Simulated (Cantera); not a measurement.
Charge: 1 mol SiCl₄, a varied amount of Cl₂, 2.1 mol H₂, equilibrated at 252 °C and 1.00 bar.

Equilibrium computed with Cantera from the NASA thermochemical tables; the gas is ideal and each condensed phase is pure. Candidate condensed phases: Si; 19 gas species. Kinetics and transport are ignored.

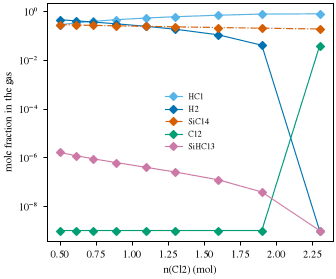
*Equilibrium gas composition (values under 1e-9 drawn at 1e-9)*

### Question
Read off the mole fractions at 1.9 mol Cl₂.

### Answer
HCl about 0.76, SiCl₄ about 0.20, H₂ about 0.040, SiHCl₃ about 3.8e-8.
